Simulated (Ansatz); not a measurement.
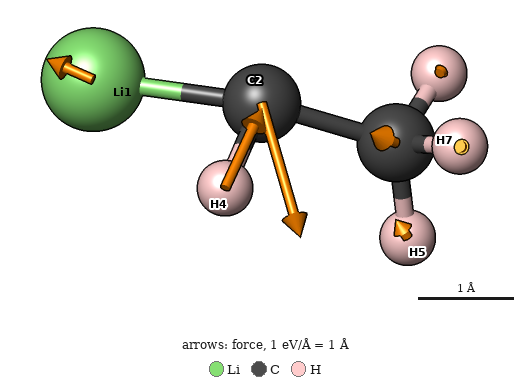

Starting geometry of C2H4Li (charge −1) with the computed forces as orange arrows. A ball-and-stick model, seen from a free direction.

The run prepares an end point of a later path (inversion) calculation, from a guessed geometry.

The calculation used RKS PBE0-D4/6-31G* (Ansatz). Settings: no spin polarisation; force threshold 0.015 eV/Å; at most 40 steps.

### What follows when this structure is relaxed?

It isn't relaxed: the largest force vector, on a C atom, is 1.56 eV/Å. The final displacements have little in common with the starting forces (cosine between the two patterns 0.22). Over 5 accepted moves (6 points after the start) the energy falls by 3.50 kcal/mol. Largest force component: 1.3 eV/Å at the start, 0.0068 eV/Å at the end. The line search rejected the trial step at point 3 of the run. The atom that moves furthest after the best rigid fit is the Li atom (0.35 Å). Largest moves by element: Li 0.35 Å, C 0.24 Å, H 0.24 Å. Among the contacts that change: C–Li 1.859 → 1.962 Å, C–H 1.180 → 1.114 Å, C–C 1.527 → 1.511 Å, C–H 1.115 → 1.111 Å. Bond angles that change, for instance: Li–C–H 86.6° → 111.2°, Li–C–C 148.3° → 133.8°, C–C–H 104.0° → 106.6°. Cost: 12 s on 1 thread of Arm Neoverse V2, with other jobs on the host, peak memory 0.11 GiB.

Limits of the set-up: the basis has no diffuse functions, which an anion needs.
